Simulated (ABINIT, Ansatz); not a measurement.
# CsSbSe3 (Pm-3m): zone-centre phonons

Which modes does CsSbSe3 (Pm-3m) have at the zone centre?

Main program and level: ABINIT 10.8.3; DFT PBE, scalar-relativistic, plane waves, SG15 norm-conserving pseudopotentials.

The structure was built from a prototype and need not be the compound's stable phase.

## 1. The starting structure

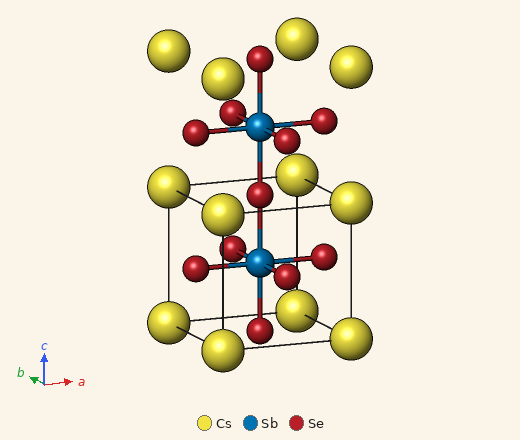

The cell as given, slightly off an axis (caesium yellow, antimony blue, selenium red). 1×1×2 cells are drawn. Some periodic images of atoms are drawn too.

## 2. Relaxation

The harmonic expansion needs vanishing forces, and a free crystal bears no stress, so cell and atoms are brought to rest. Stress is more sensitive to the basis than forces are: the last 3 Ha under the cutoff are smoothed with ecutsm, and the cutoff is raised above that of the later runs.

The starting cell comes from a relaxation made beforehand in Ansatz (PBE, PseudoDojo NC).

Input file relax.abi:

```
# relaxation
ionmov 2
optcell 2
dilatmx 1.08
ntime 40
tolmxf 1.0d-05
tolvrs 1.0d-14
prtwf 0
prtden 0
chksymtnons 0

# basis, mesh and filling
ecut 38.0
ecutsm 3.0
ngkpt 4 4 4
nshiftk 1
shiftk 0.0 0.0 0.0
istwfk *1
occopt 6
tsmear 0.01
nband 30
nstep 100
diemac 1000000.0
prtebands 0
prtgsr 0
useylm 1

# cell and atoms
acell 10.36684022 10.36684022 10.36684022
rprim 
    1.0 0.0 0.0
    0.0 1.0 0.0
    0.0 0.0 1.0
ntypat 3
znucl 55 51 34
natom 5
typat 1 2 3 3 3
xred 
    0.0 0.0 0.0
    0.5 0.5 0.5
    0.5 0.5 0.0
    0.5 0.0 0.5
    0.0 0.5 0.5
pp_dirpath "./pseudo"
pseudos "Cs.upf, Sb.upf, Se.upf"
```

Started as:

```
$ OMP_NUM_THREADS=1 mpirun -n 4 abinit relax.abi > relax.log
```

Numbers of over 12 decimals in the logs are rounded to 6 here.

relax.abo, the main output file:

```text
[banners, grids, parts of the stress and lines that vanish by symmetry left out]
- input  file    -> relax.abi
- output file    -> relax.abo
- root for input  files -> relaxi
[...]
Symmetries : space group Pm -3 m (#221); Bravais cP (primitive cubic)
[...]
mpw =       15800          nfft =      262144          nkpt =          10
[...]
== DATASET  1 ==================================================================
[...]
cutoff_energies: {ecut:  38.0, pawecutdg:  -1.0, }
[...]
ETOT  1  -119.05854660246    -1.191E+02 4.988E-02 7.501E+02
 ETOT  2  -119.14207775660    -8.353E-02 9.430E-03 5.465E+01
 ETOT  3  -119.14723820857    -5.160E-03 9.426E-03 1.682E+01
 ETOT  4  -119.14779136203    -5.532E-04 3.990E-02 2.496E+00
 ETOT  5  -119.14797079765    -1.794E-04 5.310E-03 8.381E-01
[...]
At SCF step   14       vres2   =  1.56E-16 < tolvrs=  1.00E-14 =>converged.
[...]
sigma(1 1)=  9.98193723E-06  sigma(3 2)=  0.00000000E+00
  sigma(2 2)=  9.98193723E-06  sigma(3 1)=  0.00000000E+00
  sigma(3 3)=  9.98193723E-06  sigma(2 1)=  0.00000000E+00
[...]
convergence: {deltae:  2.021E-11, res2:  1.563E-16, residm:  1.359E-05, diffor: null, }
etotal    :  -1.19148022E+02
[...]
ETOT  1  -119.14796075726    -1.191E+02 5.094E-06 1.071E+00
[...]
At SCF step   12       vres2   =  3.49E-16 < tolvrs=  1.00E-14 =>converged.
[...]
sigma(1 1)=  9.07706159E-06  sigma(3 2)=  0.00000000E+00
  sigma(2 2)=  9.07706159E-06  sigma(3 1)=  0.00000000E+00
  sigma(3 3)=  9.07706159E-06  sigma(2 1)=  0.00000000E+00
[...]
convergence: {deltae:  1.663E-12, res2:  3.495E-16, residm:  1.401E-08, diffor: null, }
etotal    :  -1.19148031E+02
[...]
ETOT  1  -119.14005746436    -1.191E+02 1.039E-03 1.179E+02
[...]
At SCF step   13       vres2   =  2.58E-16 < tolvrs=  1.00E-14 =>converged.
[...]
sigma(1 1)= -1.83734179E-07  sigma(3 2)=  0.00000000E+00
  sigma(2 2)= -1.83734179E-07  sigma(3 1)=  0.00000000E+00
  sigma(3 3)= -1.83734179E-07  sigma(2 1)=  0.00000000E+00
[...]
convergence: {deltae: -1.008E-11, res2:  2.583E-16, residm:  1.099E-10, diffor: null, }
etotal    :  -1.19148076E+02
[...]
ETOT  1  -119.14807332637    -1.191E+02 1.030E-08 3.887E-02
[...]
ETOT 10  -119.14807582969     4.690E-12 1.965E-12 5.268E-14
 ETOT 11  -119.14807582969    -3.510E-12 1.792E-13 4.338E-16
 At SCF step   11       vres2   =  4.34E-16 < tolvrs=  1.00E-14 =>converged.
[...]
sigma(1 1)=  3.31982560E-09  sigma(3 2)=  0.00000000E+00
  sigma(2 2)=  3.31982560E-09  sigma(3 1)=  0.00000000E+00
  sigma(3 3)=  3.31982560E-09  sigma(2 1)=  0.00000000E+00
[...]
convergence: {deltae: -3.510E-12, res2:  4.338E-16, residm:  1.792E-13, diffor: null, }
etotal    :  -1.19148076E+02
[...]
At Broyd/MD step   4, gradients are converged :
[...]
sigma(1 1)=  3.31982560E-09  sigma(3 2)=  0.00000000E+00
  sigma(2 2)=  3.31982560E-09  sigma(3 1)=  0.00000000E+00
  sigma(3 3)=  3.31982560E-09  sigma(2 1)=  0.00000000E+00
[...]
- sigma(1 1)=  9.76726413E-05  sigma(3 2)=  0.00000000E+00
- sigma(2 2)=  9.76726412E-05  sigma(3 1)=  0.00000000E+00
- sigma(3 3)=  9.76726412E-05  sigma(2 1)=  0.00000000E+00
[...]
fcart     -0.0000000000E+00 -0.0000000000E+00 -0.0000000000E+00
           strten      3.3198255989E-09  3.3198255967E-09  3.3198255963E-09
================================================================================

[key lines of the parts left out:]
pressure_GPa:  -9.7673E-05
Total energy (etotal) [Ha]= -1.19148075829693E+02
```

Wall time 4.1 min (4 MPI ranks of Arm Neoverse V1, shared host); 16 min of CPU time.

The steps of the relaxation:

| step | energy less that of the first step (eV) | largest force (eV/Å) | volume (Å³) |
| --- | --- | --- | --- |
| 1 | 0.0000 | 0.0000 | 165.10 |
| 2 | -0.0003 | 0.0000 | 164.95 |
| 3 | -0.0015 | 0.0000 | 163.48 |
| 4 | -0.0015 | 0.0000 | 163.51 |

| conventional cell, symmetrised | before | after | change |
| --- | --- | --- | --- |
| a (Å) | 5.486 | 5.468 | -0.3 % |
| b (Å) | 5.486 | 5.468 | -0.3 % |
| c (Å) | 5.486 | 5.468 | -0.3 % |
| volume (Å³/atom) | 33.02 | 32.70 | -1.0 % |

The relaxed structure:

```xyz
5
Lattice="5.4683 0.0000 0.0000 0.0000 5.4683 0.0000 0.0000 0.0000 5.4683" Properties=species:S:1:pos:R:3 pbc="T T T"
Cs    0.0000    0.0000    0.0000
Sb    2.7341    2.7341    2.7341
Se    2.7341    2.7341    0.0000
Se    2.7341    0.0000    2.7341
Se    0.0000    2.7341    2.7341
```

Numbers from this step:

| Item | Value |
| --- | --- |
| volume per atom | 32.70 Å³ |
| pressure | -9.77e-5 GPa |
| gap on the k-mesh | 0 eV |

The volume changes by -1.0 % from the cell with which this run began.

## 3. Ground state

First-order wavefunctions inherit every error of the ground state, hence the very tight tolvrs. Occupations are smeared.

Input file gs.abi:

```
# ground state
tolvrs 1.0d-16
prtden 1
prtwf 1

# basis, mesh and filling
ecut 30.0
ngkpt 4 4 4
nshiftk 1
shiftk 0.0 0.0 0.0
istwfk *1
occopt 6
tsmear 0.01
nband 30
nstep 100
diemac 1000000.0
prtebands 0
prtgsr 0
useylm 1

# cell and atoms
acell 10.33350655 10.33350655 10.33350655
rprim 
    1.0 0.0 0.0
    0.0 1.0 0.0
    0.0 0.0 1.0
ntypat 3
znucl 55 51 34
natom 5
typat 1 2 3 3 3
xred 
    0.0 0.0 0.0
    0.5 0.5 0.5
    0.5 0.5 0.0
    0.5 0.0 0.5
    0.0 0.5 0.5
pp_dirpath "./pseudo"
pseudos "Cs.upf, Sb.upf, Se.upf"
```

Started as:

```
$ OMP_NUM_THREADS=1 mpirun -n 4 abinit gs.abi > gs.log
```

gs.abo, the main output file:

```text
[banners, grids, parts of the stress and lines that vanish by symmetry left out]
- input  file    -> gs.abi
- output file    -> gs.abo
- root for input  files -> gsi
[...]
Symmetries : space group Pm -3 m (#221); Bravais cP (primitive cubic)
[...]
mpw =        8722          nfft =      157464          nkpt =          10
[...]
== DATASET  1 ==================================================================
[...]
cutoff_energies: {ecut:  30.0, pawecutdg:  -1.0, }
[...]
ETOT  1  -119.05788029672    -1.191E+02 2.701E-02 4.465E+02
 ETOT  2  -119.14238024879    -8.450E-02 2.020E-02 3.245E+01
 ETOT  3  -119.14734184929    -4.962E-03 2.175E-03 9.748E+00
 ETOT  4  -119.14789287057    -5.510E-04 1.670E-03 1.099E+00
 ETOT  5  -119.14801423902    -1.214E-04 5.542E-04 4.808E-01
[...]
ETOT 13  -119.14806280923    -4.107E-12 2.468E-05 3.381E-14
 ETOT 14  -119.14806280924    -4.817E-12 4.948E-05 9.033E-17
 At SCF step   14       vres2   =  9.03E-17 < tolvrs=  1.00E-16 =>converged.
[...]
sigma(1 1)=  9.32652164E-08  sigma(3 2)=  0.00000000E+00
  sigma(2 2)=  9.32652164E-08  sigma(3 1)=  0.00000000E+00
  sigma(3 3)=  9.32652164E-08  sigma(2 1)=  0.00000000E+00
[...]
convergence: {deltae: -4.817E-12, res2:  9.033E-17, residm:  4.948E-05, diffor: null, }
etotal    :  -1.19148063E+02
[...]
sigma(1 1)=  9.32652164E-08  sigma(3 2)=  0.00000000E+00
  sigma(2 2)=  9.32652164E-08  sigma(3 1)=  0.00000000E+00
  sigma(3 3)=  9.32652164E-08  sigma(2 1)=  0.00000000E+00
[...]
- sigma(1 1)=  2.74395740E-03  sigma(3 2)=  0.00000000E+00
- sigma(2 2)=  2.74395740E-03  sigma(3 1)=  0.00000000E+00
- sigma(3 3)=  2.74395740E-03  sigma(2 1)=  0.00000000E+00
[...]
fcart     -0.0000000000E+00 -0.0000000000E+00 -0.0000000000E+00
           strten      9.3265216401E-08  9.3265216399E-08  9.3265216400E-08
================================================================================

[key lines of the parts left out:]
pressure_GPa:  -2.7440E-03
```

The job ended after 46 s (4 MPI ranks).

Numbers from this step:

```
pressure : -0.002744 GPa
```

The cell stands at -0.0027 GPa, close enough for phonons.

(Part 1 of 5 ends here.)

[Host names and launcher messages were left out of these logs when they were recorded.]

[Logs are printed without paths, hosts, clocks, repeated set-up lines and the standing remarks that a program may print on its own settings, such as how far it seeks lower states.]

[Hosts, paths, dates, database ids (printed as entryN), source tags and the programs' standing remarks are cut or masked in the printed files.]
